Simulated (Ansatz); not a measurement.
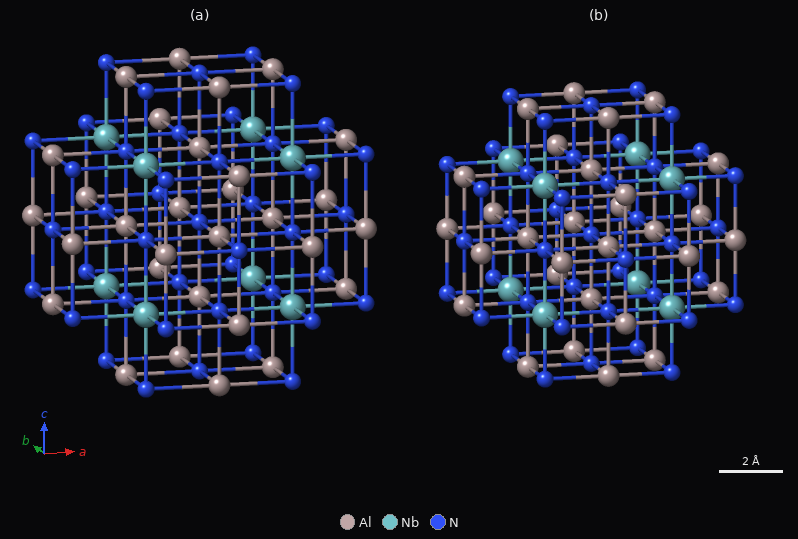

The structure of crystalline NbAl3N4 (a generated structure, set up in Pm-3m) (coarse preliminary run) before (left) and after (right) a relaxation, at one scale.

A ball-and-stick model of the cell of the calculation, seen slightly off an axis.

The calculation used DFT PBE, scalar-relativistic, plane waves, PAW in Ansatz.

Input file:
```yaml
crystal:
  lattice:
    - [4.87073115, 0.0, 0.0]
    - [0.0, 4.87073115, 0.0]
    - [0.0, 0.0, 4.87073115]
  atoms:
    - { symbol: Al, position: [0.0, 0.5, 0.5] }
    - { symbol: Al, position: [0.5, 0.0, 0.5] }
    - { symbol: Al, position: [0.5, 0.5, 0.0] }
    - { symbol: Nb, position: [0.0, 0.0, 0.0] }
    - { symbol: "N", position: [0.5, 0.0, 0.0] }
    - { symbol: "N", position: [0.0, 0.5, 0.0] }
    - { symbol: "N", position: [0.0, 0.0, 0.5] }
    - { symbol: "N", position: [0.5, 0.5, 0.5] }
basis:
  ecutwfc: 420
kpoints:
  mp_grid: { grid: [4, 4, 4] }
hamiltonian:
  xc: pbe
scf:
  occupations: { method: gaussian, width: 0.1 }
  lower_state_search: "off"
output:
  forces: true
  stress: true
  eigenvalues: true
relax:
  adjacent_minimum: "off"
  f_tol: 0.04
  max_steps: 70
  cell: { stress_tol: 0.4 }
```

Command:
```bash
ansatz run input.yaml --threads 1 --pin off --max-ram 2048MiB --backend cpu --events-out ev --progress --plain --runs-dir out
```

> Describe what moved and what it gained.

No atom moves by more than 0.005 Å relative to the cell. Cell: a = b = c 4.871 → 4.215 Å (−13.5 %). Volume −35.2 %. Near-neighbour distances that change, for instance: Al1–N6 2.435 → 2.108 Å, Nb4–N5 2.435 → 2.108 Å. The space group stays Pm-3m (No. 221). After 6 accepted moves (8 points after the start) the energy has fallen by 952 meV per atom. All forces vanish by symmetry, so only the cell relaxes. Pressure: −40.44 GPa at the start and 0.00 GPa at the end. The SCF was repeated twice at an unchanged geometry on a basis and grid sized afresh for the cell, which shifted the energy by 2.4 meV per atom at most. Cost: 21 s on 1 thread of Arm Neoverse V2, with other jobs on the host, peak memory 0.44 GiB.
